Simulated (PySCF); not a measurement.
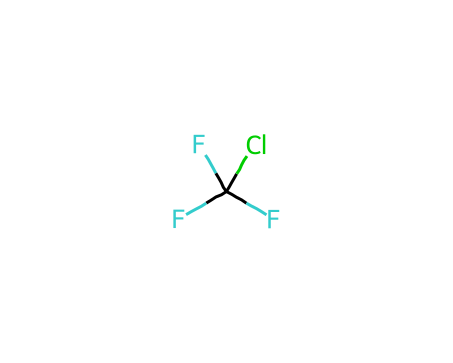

2D structure.

Give its SMILES.

Answer. FC(F)(F)Cl

What is the molecular formula?

Answer. CClF3.

An optimisation with GFN2-xTB gave a structure of which point group?

Answer. C3v.

More results for the same structure follow; atom numbers are the same in all pictures, views and colours differ. The computed structure is the end point of a GFN2-xTB optimisation. No frequency run is at hand to confirm it as a minimum.

**Charges**

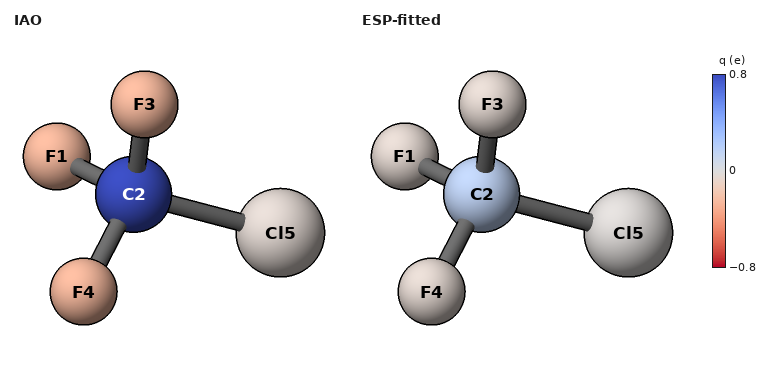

Atomic charges of one calculation by 2 schemes, on one colour scale. No frequency run is at hand to confirm it as a minimum. Method: PBE0/pcSseg-1 (PySCF 2.14.0).

Which scheme gives the most polar picture (largest mean size of the charges)?

Answer. The IAO charges are the largest in size here.

List the charges (e), one line for each set of equivalent atoms.

```csv
atom,IAO,ESP-fitted
"F1, F3, F4",−0.25,−0.05
C2,0.79,0.16
Cl5,−0.04,−0.01
```

**Polarisability**

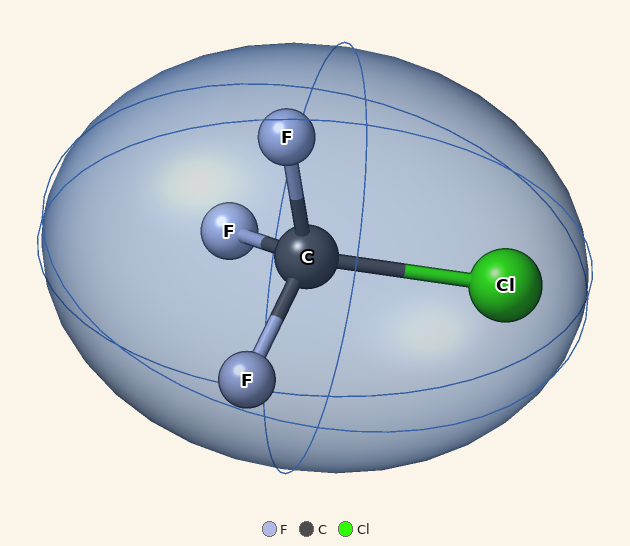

The ellipsoid shows the static dipole polarisability: its half-axes are proportional to the principal values. No frequency run is at hand to confirm it as a minimum. Computed with PBE0/def2-SVPD (PySCF 2.14.0).

How large and how anisotropic is the polarisability?

Answer. Principal values 28.4, 28.4, 36.6 bohr³; mean 31.2 bohr³ (4.62 Å³); anisotropy 8.2 bohr³, so the longest axis is 1.29 times the shortest.

**NMR shielding**

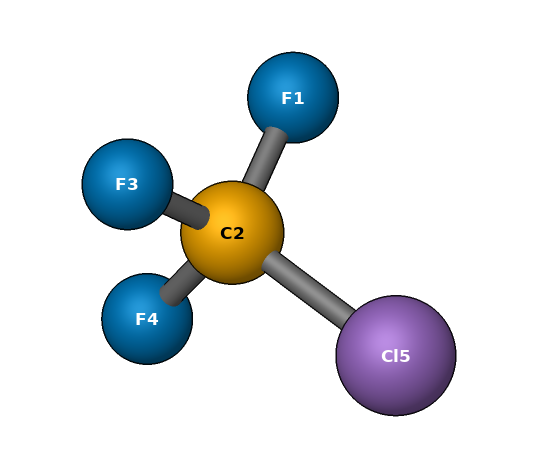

No frequency run is at hand to confirm it as a minimum. Method: GIAO PBE0/pcSseg-1 NMR shielding, non-relativistic, gas phase (PySCF 2.14.0). Principal shieldings σ11 ≤ σ22 ≤ σ33, span Ω = σ33 − σ11, skew κ = 3(σiso − σ22)/Ω.

Give the shielding tensors of the C atoms.

```csv
atom,σ11,σ22,σ33,σiso,Ω,κ
C2,42.2,42.2,55.5,46.6,13.3,1.00
```

Shieldings and span in ppm.

**Quadrupole coupling**

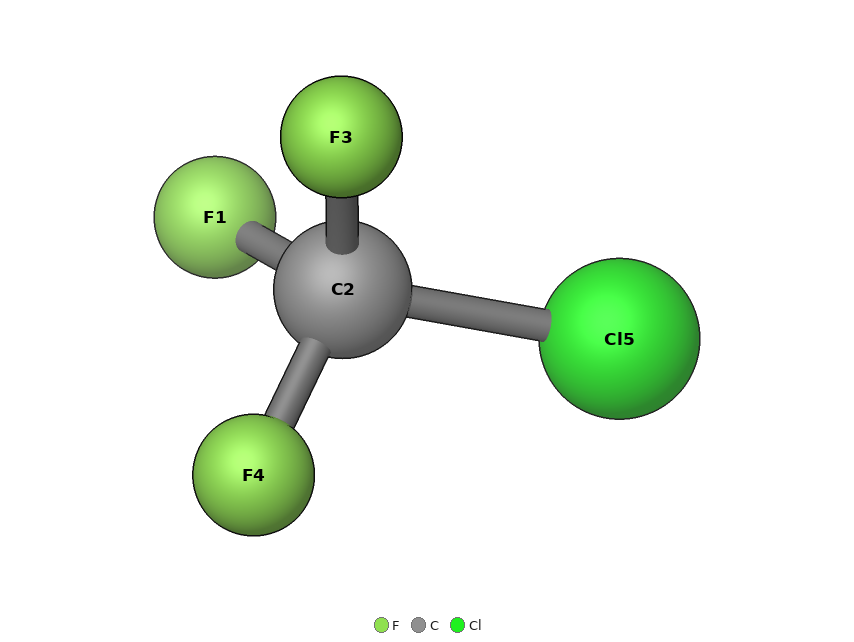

No frequency run is at hand to confirm it as a minimum. Electric field gradients from the ground-state density, PBE0/pcSseg-1 (PySCF 2.14.0), non-relativistic apart from any core potentials.

Give the largest field-gradient component, the quadrupole coupling constant and the asymmetry for 35Cl at Cl5 (Q = −81.7 mb).

```csv
atom,V_zz (a.u.),e²qQ/h (MHz),η
Cl5,4.260,−81.8,0.00
```
